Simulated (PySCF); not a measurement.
System: H3 (cation, charge +1), singlet: collinear H-H-H surface. Scanned: first H-H distance and second H-H distance.

Calculation: PySCF 2.14.0 with restricted B3LYP/6-311+G**, spherical d.

Energy in kcal/mol above the lowest grid point; x is the first H-H distance (Å), y the second H-H distance (Å).

```
y \ x  0.63  0.67  0.75  0.79  0.87  0.94  1.02  1.10  1.25  1.33   1.57   1.77   2.15
-----  ----  ----  ----  ----  ----  ----  ----  ----  ----  ----  -----  -----  -----
2.15   62.9  57.4  52.2  51.6  53.0  56.2  61.1  66.8  78.0  83.9  100.1  111.3  126.4
1.77   54.6  48.8  43.1  42.2  43.2  46.0  50.5  55.8  66.3  71.8   87.0   97.3  111.3
1.54   46.6  40.6  34.5  33.5  34.2  36.7  40.9  45.9  55.8  61.1   75.5   85.2   98.3
1.38   39.3  33.3  26.9  25.8  26.3  28.7  32.7  37.4  47.0  52.1   65.9   75.2   87.5
1.20   29.9  23.7  17.2  16.0  16.3  18.5  22.3  26.8  36.0  40.9   54.0   62.8   74.3
1.13   26.0  19.8  13.3  12.1  12.3  14.4  18.1  22.6  31.6  36.4   49.3   57.8   69.0
1.01   19.6  13.4   6.9   5.6   5.8   7.9  11.5  15.9  24.7  29.3   41.7   49.9   60.5
0.96   17.2  11.1   4.6   3.4   3.5   5.6   9.2  13.5  22.2  26.8   39.0   47.1   57.4
0.89   14.6   8.5   2.1   0.9   1.1   3.2   6.8  11.1  19.6  24.1   36.1   43.9   53.8
0.80   13.4   7.4   1.1   0.0   0.3   2.4   6.0  10.2  18.7  23.1   34.7   42.2   51.6
0.74   14.8   8.9   2.8   1.7   2.1   4.2   7.8  12.1  20.5  24.8   36.2   43.5   52.5
0.69   18.0  12.3   6.3   5.3   5.8   8.0  11.6  15.9  24.2  28.5   39.7   46.8   55.5
0.63   25.7  20.1  14.4  13.5  14.1  16.4  20.1  24.3  32.6  36.8   47.8   54.6   62.9
```

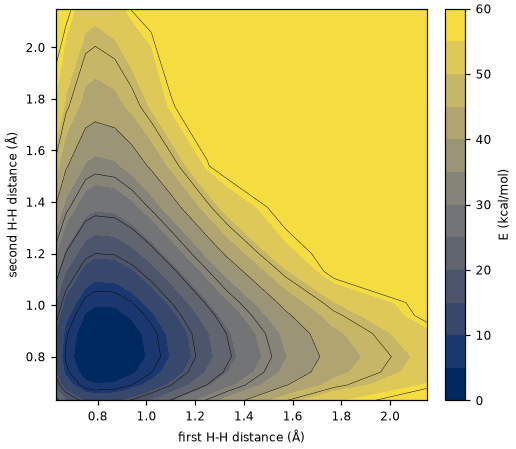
*Energy surface, cut off at 58 kcal/mol.*

Points that lie below all their neighbours on the grid: x = 0.79, y = 0.80 (0.0 kcal/mol).
